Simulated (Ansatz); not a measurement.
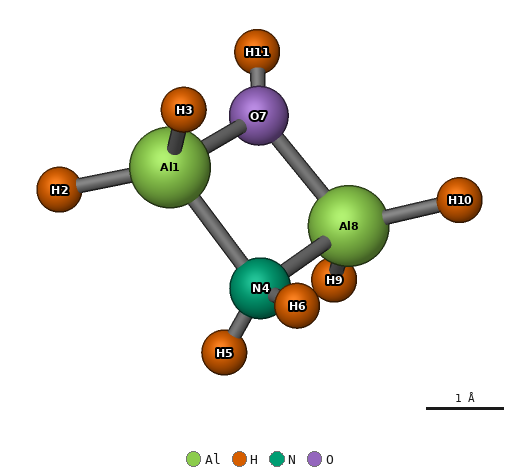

**Figure 1.** The structure as given in the input (ball-and-stick view, seen at a tilt; atoms are numbered from 1 in the order of the input). Sticks mark near contacts. Bond lengths as drawn: Al–H 1.59 Å, Al–N 1.97 Å, Al–O 1.87 Å, H–N 1.01 Å and H–O 0.95 Å.

**Al$_{2}$NH$_{7}$O: nudged elastic band (part 1 of 2)**

The run: nudged elastic band of Al$_{2}$NH$_{7}$O. Method and program: RHF/6-31G* (Ansatz 0.2.0).

The run did not end well. It belongs to a series of runs on one base structure; here: band between the two ends.

Input file
```yaml
crystal:
  periodic: [false, false, false]
  atoms:
    - { symbol: Al, position_ang: [-0.03108, 0.112752, 0.269804] }
    - { symbol: H, position_ang: [-0.338318, -1.172648, 1.151465] }
    - { symbol: H, position_ang: [1.320149, 0.242328, -0.555267] }
    - { symbol: "N", position_ang: [-1.594299, 0.656722, -0.798735] }
    - { symbol: H, position_ang: [-2.354161, -0.001266, -0.776234] }
    - { symbol: H, position_ang: [-1.388554, 0.82981, -1.767524] }
    - { symbol: O, position_ang: [-0.420991, 1.68343, 1.198107] }
    - { symbol: Al, position_ang: [-1.915036, 2.287983, 0.258292] }
    - { symbol: H, position_ang: [-3.23578, 2.172558, 1.133668] }
    - { symbol: H, position_ang: [-1.589499, 3.601781, -0.573152] }
    - { symbol: H, position_ang: [0.003066, 2.05465, 1.958076] }
basis:
  gaussian: { orbitals: "6-31G*" }
hamiltonian:
  xc: hf
neb:
  order_check: false
  images: 5
  f_tol: 0.05
  max_iterations: 60
  final_atoms:
    - { symbol: Al, position_ang: [-0.47677955, 0.83290708, -0.89548676] }
    - { symbol: H, position_ang: [0.19586738, -0.49675833, 2.72288058] }
    - { symbol: H, position_ang: [1.07076263, 0.88686004, -1.1991174] }
    - { symbol: "N", position_ang: [-1.39929504, -0.59642854, -1.38433028] }
    - { symbol: H, position_ang: [-1.00042423, -1.3853966, -1.84846704] }
    - { symbol: H, position_ang: [-2.37698897, -0.73776753, -1.24165154] }
    - { symbol: O, position_ang: [-1.24936217, 2.1212209, -0.12596622] }
    - { symbol: Al, position_ang: [-1.89508406, 3.4703078, 0.64482768] }
    - { symbol: H, position_ang: [-2.49809668, 4.64746053, -0.22370843] }
    - { symbol: H, position_ang: [-1.89185648, 3.53298833, 2.22626382] }
    - { symbol: H, position_ang: [-0.02324583, 0.19270632, 2.82325558] }
  initial_path:
    images:
      - { positions_ang: [[-0.03108, 0.112752, 0.269804], [-0.338318, -1.172648, 1.151465], [1.320149, 0.242328, -0.555267], [-1.594299, 0.656722, -0.798735], [-2.354161, -0.001266, -0.776234], [-1.388554, 0.82981, -1.767524], [-0.420991, 1.68343, 1.198107], [-1.915036, 2.287983, 0.258292], [-3.23578, 2.172558, 1.133668], [-1.589499, 3.601781, -0.573152], [0.003066, 2.05465, 1.958076]] }
      - { positions_ang: [[-0.02514517, 0.06992688, 0.19135788], [-0.23992679, -0.77687555, 1.41564007], [1.32997793, 0.1462534, -0.61148787], [-1.61640279, 0.43476774, -0.84970527], [-2.35005613, -0.27251209, -0.80110625], [-1.55533317, 0.81999251, -1.71063513], [-0.36648295, 1.77375914, 1.0171886], [-1.85752057, 2.4965091, 0.32159965], [-3.15481893, 2.20759072, 0.67764859], [-1.65757718, 3.86449791, -0.06565276], [-0.05121724, 1.70419025, 1.9136525]] }
      - { positions_ang: [[-0.01921034, 0.02710176, 0.11291176], [-0.14153558, -0.38110311, 1.67981514], [1.33980687, 0.0501788, -0.66770875], [-1.63850659, 0.21281348, -0.90067555], [-2.34595127, -0.54375819, -0.82597851], [-1.72211235, 0.81017501, -1.65374625], [-0.31197489, 1.86408828, 0.83627019], [-1.80000514, 2.70503521, 0.3849073], [-3.07385785, 2.24262343, 0.22162919], [-1.72565537, 4.12721483, 0.44184648], [-0.10550048, 1.3537305, 1.869229]] }
      - { positions_ang: [[-0.01327552, -0.01572336, 0.03446563], [-0.04314436, 0.01466934, 1.94399022], [1.3496358, -0.04589581, -0.72392962], [-1.66061038, -0.00914078, -0.95164582], [-2.3418464, -0.81500428, -0.85085076], [-1.88889152, 0.80035752, -1.59685738], [-0.25746684, 1.95441742, 0.65535179], [-1.74248972, 2.91356131, 0.44821495], [-2.99289678, 2.27765615, -0.23439022], [-1.79373355, 4.38993174, 0.94934571], [-0.15978372, 1.00327076, 1.8248055]] }
      - { positions_ang: [[-0.16777686, 0.26715345, -0.2755185], [0.03652622, -0.15580655, 2.20362034], [1.25667808, 0.26502281, -0.88232555], [-1.57350527, -0.20490337, -1.09587397], [-1.89470568, -1.00513505, -1.18338952], [-2.05159067, 0.28764917, -1.47845543], [-0.58809862, 2.01001858, 0.39491246], [-1.7933545, 3.09914347, 0.51375253], [-2.82796341, 3.06759094, -0.23082962], [-1.82644119, 4.10428394, 1.37498508], [-0.11427109, 0.73308261, 2.15762219]] }
      - { positions_ang: [[-0.32227821, 0.55003026, -0.58550263], [0.1161968, -0.32628244, 2.46325046], [1.16372035, 0.57594142, -1.04072147], [-1.48640015, -0.40066595, -1.24010212], [-1.44756495, -1.19526583, -1.51592828], [-2.21428982, -0.22505918, -1.36005349], [-0.91873039, 2.06561974, 0.13447312], [-1.84421928, 3.28472564, 0.57929011], [-2.66303004, 3.85752574, -0.22726903], [-1.85914884, 3.81863613, 1.80062445], [-0.06875846, 0.46289447, 2.49043889]] }
      - { positions_ang: [[-0.47677955, 0.83290708, -0.89548676], [0.19586738, -0.49675833, 2.72288058], [1.07076263, 0.88686004, -1.1991174], [-1.39929504, -0.59642854, -1.38433028], [-1.00042423, -1.3853966, -1.84846704], [-2.37698897, -0.73776753, -1.24165154], [-1.24936217, 2.1212209, -0.12596622], [-1.89508406, 3.4703078, 0.64482768], [-2.49809668, 4.64746053, -0.22370843], [-1.89185648, 3.53298833, 2.22626382], [-0.02324583, 0.19270632, 2.82325558]] }
```

Command:
```bash
ansatz run input.yaml --threads 1 --pin off --max-ram 2048MiB --backend cpu --events-out ev --progress --plain --runs-dir out
```

The program's output
```
Engine: ansatz 0.2.0, x86_64-unknown-linux-gnu
Functional definition: HF
  exchange = exact_x
  correlation = 0
882 factors; integrals over basis functions are off by at most 4.0e-4 eV
mean field evaluation 1: about -16795.0416 eV, gradient 4.0e1 eV
mean field evaluation 2: about -16795.0937 eV, gradient 4.1e1 eV
mean field evaluation 4: about -16798.5729 eV, gradient 3.0e0 eV
mean field evaluation 8: about -16798.6067 eV, gradient 1.6e-1 eV
mean field -16798.60677729 eV, -617.3374125607 hartree, gradient 1.4e-5 eV, S^2 0.000000; 0 other end points of the search recorded, 0 dependent functions left out
the calculation of the forces begins
reference -16798.60677729 eV, -617.3374125607 hartree; 24, 24 occupied and 58, 58 virtual orbitals, 882 factors
876 factors; integrals over basis functions are off by at most 1.0e-3 eV
mean field evaluation 16: about -16797.2512 eV, gradient 3.6e0 eV
mean field -16797.30258067 eV, -617.2894842190 hartree, gradient 2.5e-5 eV, S^2 0.000000; 0 other end points of the search recorded, 0 dependent functions left out
[... from here on the field's lines of each further geometry are left out, up to the last ...]
NEB iter   1: max|band force component| = 2.617e1 eV/Å  barrier→ = 7.7514 eV  barrier← = 6.4472 eV  Δτ_max = 0.2000 Å  (226 SCF iters)
NEB iter   2: max|band force component| = 3.784e0 eV/Å  barrier→ = 3.8462 eV  barrier← = 2.5420 eV  Δτ_max = 0.2000 Å  (151 SCF iters)
NEB iter   3: max|band force component| = 7.209e0 eV/Å  barrier→ = 3.0815 eV  barrier← = 1.7773 eV  Δτ_max = 0.1001 Å  (150 SCF iters)
NEB iter   4: max|band force component| = 1.445e0 eV/Å  barrier→ = 2.6236 eV  barrier← = 1.3194 eV  Δτ_max = 0.1996 Å  (153 SCF iters)
NEB iter   5: max|band force component| = 1.100e0 eV/Å  barrier→ = 2.3187 eV  barrier← = 1.0145 eV  Δτ_max = 0.2000 Å  (154 SCF iters)
NEB iter   6: max|band force component| = 8.135e-1 eV/Å  barrier→ = 2.2212 eV  barrier← = 0.9170 eV  Δτ_max = 0.1976 Å  (151 SCF iters)
NEB iter   7: max|band force component| = 6.449e-1 eV/Å  barrier→ = 2.2205 eV  barrier← = 0.9163 eV  Δτ_max = 0.1992 Å  (154 SCF iters)
NEB iter   8: max|band force component| = 5.119e-1 eV/Å  barrier→ = 2.0935 eV  barrier← = 0.7893 eV  CI = image 2  Δτ_max = 0.2000 Å  (152 SCF iters)
NEB iter   9: max|band force component| = 8.676e-1 eV/Å  barrier→ = 2.2310 eV  barrier← = 0.9268 eV  CI = image 2  Δτ_max = 0.1003 Å  (151 SCF iters)
NEB iter  10: max|band force component| = 9.412e-1 eV/Å  barrier→ = 2.3030 eV  barrier← = 0.9988 eV  CI = image 2  Δτ_max = 0.1003 Å  (152 SCF iters)
NEB iter  11: max|band force component| = 9.849e-1 eV/Å  barrier→ = 2.3626 eV  barrier← = 1.0584 eV  CI = image 2  Δτ_max = 0.1004 Å  (154 SCF iters)
NEB iter  12: max|band force component| = 1.034e0 eV/Å  barrier→ = 2.4295 eV  barrier← = 1.1253 eV  CI = image 2  Δτ_max = 0.1005 Å  (152 SCF iters)
NEB iter  13: max|band force component| = 1.252e0 eV/Å  barrier→ = 2.5097 eV  barrier← = 1.2055 eV  CI = image 2  Δτ_max = 0.1985 Å  (153 SCF iters)
NEB iter  14: max|band force component| = 1.392e0 eV/Å  barrier→ = 2.7722 eV  barrier← = 1.4680 eV  CI = image 2  Δτ_max = 0.1989 Å  (153 SCF iters)
NEB iter  15: max|band force component| = 1.452e0 eV/Å  barrier→ = 3.0318 eV  barrier← = 1.7276 eV  CI = image 2  Δτ_max = 0.1984 Å  (155 SCF iters)
NEB iter  16: max|band force component| = 7.345e-1 eV/Å  barrier→ = 3.2407 eV  barrier← = 1.9365 eV  CI = image 2  Δτ_max = 0.1918 Å  (154 SCF iters)
NEB iter  17: max|band force component| = 8.052e-1 eV/Å  barrier→ = 3.3467 eV  barrier← = 2.0425 eV  CI = image 2  Δτ_max = 0.1028 Å  (154 SCF iters)
NEB iter  18: max|band force component| = 6.076e-1 eV/Å  barrier→ = 3.2843 eV  barrier← = 1.9801 eV  CI = image 2  Δτ_max = 0.0994 Å  (154 SCF iters)
NEB iter  19: max|band force component| = 4.352e-1 eV/Å  barrier→ = 3.2394 eV  barrier← = 1.9352 eV  CI = image 2  Δτ_max = 0.0998 Å  (156 SCF iters)
NEB iter  20: max|band force component| = 2.964e-1 eV/Å  barrier→ = 3.2082 eV  barrier← = 1.9040 eV  CI = image 2  Δτ_max = 0.1000 Å  (154 SCF iters)
NEB iter  21: max|band force component| = 2.304e-1 eV/Å  barrier→ = 3.1867 eV  barrier← = 1.8825 eV  CI = image 2  Δτ_max = 0.0997 Å  (153 SCF iters)
NEB iter  22: max|band force component| = 1.848e-1 eV/Å  barrier→ = 3.1774 eV  barrier← = 1.8732 eV  CI = image 2  Δτ_max = 0.1005 Å  (155 SCF iters)
NEB iter  23: max|band force component| = 1.346e-1 eV/Å  barrier→ = 3.1737 eV  barrier← = 1.8695 eV  CI = image 2  Δτ_max = 0.1003 Å  (156 SCF iters)
NEB iter  24: max|band force component| = 1.100e-1 eV/Å  barrier→ = 3.1721 eV  barrier← = 1.8679 eV  CI = image 2  Δτ_max = 0.1002 Å  (150 SCF iters)
NEB iter  25: max|band force component| = 9.959e-2 eV/Å  barrier→ = 3.1718 eV  barrier← = 1.8676 eV  CI = image 2  Δτ_max = 0.1002 Å  (148 SCF iters)
NEB iter  26: max|band force component| = 6.575e-1 eV/Å  barrier→ = 3.1696 eV  barrier← = 1.8654 eV  CI = image 2  Δτ_max = 0.0501 Å  (149 SCF iters)
NEB iter  27: max|band force component| = 3.146e-1 eV/Å  barrier→ = 3.1677 eV  barrier← = 1.8635 eV  CI = image 2  Δτ_max = 0.1001 Å  (151 SCF iters)
NEB iter  28: max|band force component| = 3.203e-1 eV/Å  barrier→ = 3.1656 eV  barrier← = 1.8614 eV  CI = image 2  Δτ_max = 0.0502 Å  (147 SCF iters)
NEB iter  29: max|band force component| = 1.928e-1 eV/Å  barrier→ = 3.1636 eV  barrier← = 1.8594 eV  CI = image 2  Δτ_max = 0.1000 Å  (150 SCF iters)
NEB iter  30: max|band force component| = 9.460e-2 eV/Å  barrier→ = 3.1619 eV  barrier← = 1.8577 eV  CI = image 2  Δτ_max = 0.1504 Å  (149 SCF iters)
NEB iter  31: max|band force component| = 8.773e-2 eV/Å  barrier→ = 3.1597 eV  barrier← = 1.8555 eV  CI = image 2  Δτ_max = 0.1738 Å  (144 SCF iters)
NEB iter  32: max|band force component| = 7.190e-2 eV/Å  barrier→ = 3.1560 eV  barrier← = 1.8518 eV  CI = image 2  Δτ_max = 0.1647 Å  (144 SCF iters)
NEB iter  33: max|band force component| = 7.549e-2 eV/Å  barrier→ = 3.1497 eV  barrier← = 1.8455 eV  CI = image 2  Δτ_max = 0.0824 Å  (152 SCF iters)
NEB iter  34: max|band force component| = 9.226e-2 eV/Å  barrier→ = 3.1440 eV  barrier← = 1.8398 eV  CI = image 2  Δτ_max = 0.0414 Å  (145 SCF iters)
NEB iter  35: max|band force component| = 1.752e-1 eV/Å  barrier→ = 3.1410 eV  barrier← = 1.8368 eV  CI = image 2  Δτ_max = 0.0206 Å  (144 SCF iters)
NEB iter  36: max|band force component| = 1.230e-1 eV/Å  barrier→ = 3.1395 eV  barrier← = 1.8353 eV  CI = image 2  Δτ_max = 0.0207 Å  (144 SCF iters)
NEB iter  37: max|band force component| = 1.023e-1 eV/Å  barrier→ = 3.1380 eV  barrier← = 1.8338 eV  CI = image 2  Δτ_max = 0.0413 Å  (131 SCF iters)
NEB iter  38: max|band force component| = 1.136e-1 eV/Å  barrier→ = 3.1349 eV  barrier← = 1.8307 eV  CI = image 2  Δτ_max = 0.0413 Å  (137 SCF iters)
NEB iter  39: max|band force component| = 1.385e-1 eV/Å  barrier→ = 3.1317 eV  barrier← = 1.8275 eV  CI = image 2  Δτ_max = 0.0823 Å  (137 SCF iters)
NEB iter  40: max|band force component| = 1.825e-1 eV/Å  barrier→ = 3.1255 eV  barrier← = 1.8213 eV  CI = image 2  Δτ_max = 0.1610 Å  (158 SCF iters)
NEB iter  41: max|band force component| = 2.427e-1 eV/Å  barrier→ = 3.1145 eV  barrier← = 1.8103 eV  CI = image 2  Δτ_max = 0.1650 Å  (152 SCF iters)
NEB iter  42: max|band force component| = 3.351e-1 eV/Å  barrier→ = 3.1055 eV  barrier← = 1.8013 eV  CI = image 2  Δτ_max = 0.0829 Å  (152 SCF iters)
NEB iter  43: max|band force component| = 4.429e-1 eV/Å  barrier→ = 3.0996 eV  barrier← = 1.7954 eV  CI = image 2  Δτ_max = 0.0413 Å  (156 SCF iters)
NEB iter  44: max|band force component| = 4.489e-1 eV/Å  barrier→ = 3.0975 eV  barrier← = 1.7933 eV  CI = image 2  Δτ_max = 0.0413 Å  (151 SCF iters)
NEB iter  45: max|band force component| = 4.500e-1 eV/Å  barrier→ = 3.0955 eV  barrier← = 1.7913 eV  CI = image 2  Δτ_max = 0.0823 Å  (143 SCF iters)
NEB iter  46: max|band force component| = 5.226e-1 eV/Å  barrier→ = 3.0921 eV  barrier← = 1.7879 eV  CI = image 2  Δτ_max = 0.1632 Å  (157 SCF iters)
NEB iter  47: max|band force component| = 5.571e-1 eV/Å  barrier→ = 3.0896 eV  barrier← = 1.7854 eV  CI = image 2  Δτ_max = 0.2000 Å  (148 SCF iters)
NEB iter  48: max|band force component| = 5.285e-1 eV/Å  barrier→ = 3.0881 eV  barrier← = 1.7839 eV  CI = image 2  Δτ_max = 0.1753 Å  (150 SCF iters)
NEB iter  49: max|band force component| = 4.100e-1 eV/Å  barrier→ = 3.0867 eV  barrier← = 1.7825 eV  CI = image 2  Δτ_max = 0.0689 Å  (149 SCF iters)
NEB iter  50: max|band force component| = 2.407e-1 eV/Å  barrier→ = 3.0849 eV  barrier← = 1.7807 eV  CI = image 2  Δτ_max = 0.1698 Å  (144 SCF iters)
NEB iter  51: max|band force component| = 9.613e-1 eV/Å  barrier→ = 3.0835 eV  barrier← = 1.7793 eV  CI = image 2  Δτ_max = 0.0878 Å  (156 SCF iters)
NEB iter  52: max|band force component| = 3.227e-1 eV/Å  barrier→ = 3.0824 eV  barrier← = 1.7782 eV  CI = image 2  Δτ_max = 0.1749 Å  (151 SCF iters)
NEB iter  53: max|band force component| = 2.603e-1 eV/Å  barrier→ = 3.0818 eV  barrier← = 1.7776 eV  CI = image 2  Δτ_max = 0.0753 Å  (142 SCF iters)
NEB iter  54: max|band force component| = 1.290e-1 eV/Å  barrier→ = 3.0813 eV  barrier← = 1.7771 eV  CI = image 2  Δτ_max = 0.0368 Å  (137 SCF iters)
NEB iter  55: max|band force component| = 1.012e-1 eV/Å  barrier→ = 3.0811 eV  barrier← = 1.7769 eV  CI = image 2  Δτ_max = 0.0368 Å  (131 SCF iters)
NEB iter  56: max|band force component| = 9.020e-2 eV/Å  barrier→ = 3.0809 eV  barrier← = 1.7767 eV  CI = image 2  Δτ_max = 0.0586 Å  (131 SCF iters)
NEB iter  57: max|band force component| = 1.217e-1 eV/Å  barrier→ = 3.0806 eV  barrier← = 1.7764 eV  CI = image 2  Δτ_max = 0.0293 Å  (131 SCF iters)
NEB iter  58: max|band force component| = 1.021e-1 eV/Å  barrier→ = 3.0803 eV  barrier← = 1.7761 eV  CI = image 2  Δτ_max = 0.0293 Å  (131 SCF iters)
NEB iter  59: max|band force component| = 1.948e-1 eV/Å  barrier→ = 3.0799 eV  barrier← = 1.7757 eV  CI = image 2  Δτ_max = 0.0146 Å  (137 SCF iters)
the calculation of the forces begins
reference -16797.28859085 eV, -617.2889701026 hartree; 24, 24 occupied and 58, 58 virtual orbitals, 879 factors
these checks for a lower state are left out or cut short: starts, cluster_reference, orbital_swaps, neighbouring_geometries, increment
878 factors; integrals over basis functions are off by at most 1.0e-3 eV
mean field evaluation 2080: about -16797.2792 eV, gradient 2.8e-3 eV
mean field -16797.27921380 eV, -617.2886255023 hartree, gradient 3.1e-5 eV, S^2 0.000000; 0 other end points of the search recorded, 0 dependent functions left out
the calculation of the forces begins
reference -16797.27921380 eV, -617.2886255023 hartree; 24, 24 occupied and 58, 58 virtual orbitals, 878 factors
NEB iter  60: max|band force component| = 1.447e-1 eV/Å  barrier→ = 3.0798 eV  barrier← = 1.7756 eV  CI = image 2  Δτ_max = 0.0073 Å  (131 SCF iters)
```
